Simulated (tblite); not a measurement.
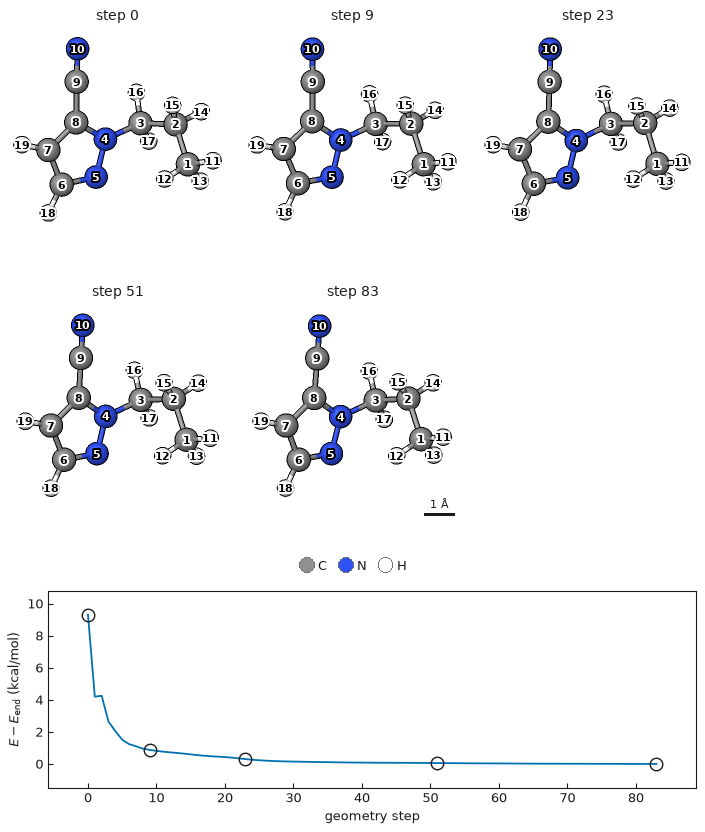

Frames of a relaxation of C7H9N3, marked on the history of the run. Style: ball-and-stick. Shown at a tilt.

Method: GFN2-xTB geometry optimisation, gas phase (tblite 0.8.0). 

### Describe the path.

H15 moves most after the best rigid fit: 0.32 Å. Largest moves by element: H 0.32 Å, N 0.25 Å, C 0.19 Å. Near-neighbour distances that change, for instance: C1–H11 1.139 → 1.087 Å, C8–C9 1.437 → 1.398 Å, C2–H14 1.126 → 1.091 Å, N4–N5 1.348 → 1.317 Å. Bond angles that change, for instance: H12–C1–H13 115.5° → 108.1°, C3–C2–H15 113.9° → 109.0°, C3–N4–C8 131.4° → 126.8°. After 83 geometry steps the energy has fallen by 9.31 kcal/mol. Cost: 0.57 s on 1 thread of Arm Neoverse V1, with other jobs on the host. From step 0 to 9: H16 moves most (0.09 Å), energy −8.44 kcal/mol. From step 9 to 23: H14 moves most (0.13 Å), energy −0.57 kcal/mol. From step 23 to 51: H19 moves most (0.12 Å), energy −0.25 kcal/mol. From step 51 to 83: H11 moves most (0.12 Å), energy −0.05 kcal/mol.

```json
{"step": "0", "E − E(0), kcal/mol": "0.00"}
{"step": "1", "E − E(0), kcal/mol": "-5.12"}
{"step": "2", "E − E(0), kcal/mol": "-5.06"}
{"step": "3", "E − E(0), kcal/mol": "-6.67"}
{"step": "4", "E − E(0), kcal/mol": "-7.27"}
{"step": "5", "E − E(0), kcal/mol": "-7.80"}
{"step": "6", "E − E(0), kcal/mol": "-8.08"}
{"step": "7", "E − E(0), kcal/mol": "-8.21"}
{"step": "8", "E − E(0), kcal/mol": "-8.36"}
{"step": "9", "E − E(0), kcal/mol": "-8.44"}
{"step": "10", "E − E(0), kcal/mol": "-8.50"}
{"step": "14", "E − E(0), kcal/mol": "-8.67"}
{"step": "18", "E − E(0), kcal/mol": "-8.83"}
{"step": "22", "E − E(0), kcal/mol": "-8.96"}
{"step": "25", "E − E(0), kcal/mol": "-9.08"}
{"step": "29", "E − E(0), kcal/mol": "-9.16"}
{"step": "33", "E − E(0), kcal/mol": "-9.19"}
{"step": "37", "E − E(0), kcal/mol": "-9.22"}
{"step": "41", "E − E(0), kcal/mol": "-9.23"}
{"step": "45", "E − E(0), kcal/mol": "-9.24"}
{"step": "48", "E − E(0), kcal/mol": "-9.25"}
{"step": "52", "E − E(0), kcal/mol": "-9.26"}
{"step": "56", "E − E(0), kcal/mol": "-9.27"}
{"step": "60", "E − E(0), kcal/mol": "-9.28"}
{"step": "64", "E − E(0), kcal/mol": "-9.29"}
{"step": "68", "E − E(0), kcal/mol": "-9.30"}
{"step": "71", "E − E(0), kcal/mol": "-9.30"}
{"step": "75", "E − E(0), kcal/mol": "-9.30"}
{"step": "79", "E − E(0), kcal/mol": "-9.31"}
{"step": "83", "E − E(0), kcal/mol": "-9.31"}
```
